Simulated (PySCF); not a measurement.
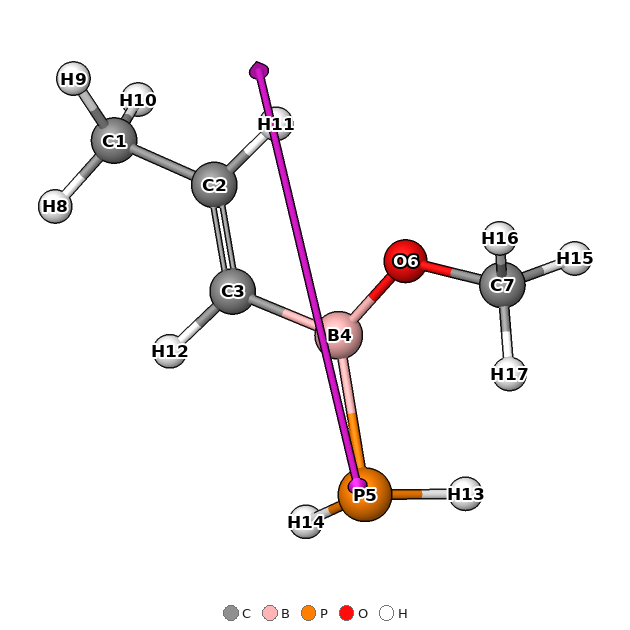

The double arrow shows the direction of the transition dipole to excited singlet state 3 (its length means nothing). The computed structure is the end point of a GFN2-xTB optimisation. No frequency run is at hand to confirm it as a minimum. Level of theory: TDDFT B3LYP/def2-SVPD, vertical, gas phase, core orbitals frozen in the response (PySCF 2.14.0).

Question. Give its energy, strength and character.

Answer. 5.99 eV (207 nm), oscillator strength 0.040, mainly HOMO → LUMO+1 (weight 0.96); transition dipole 1.33 D.

The geometry is semi-empirical. Around B, P such bond lengths and angles can be off by a tenth of an ångström or more and by several degrees, and values that hang on the shape move with them.
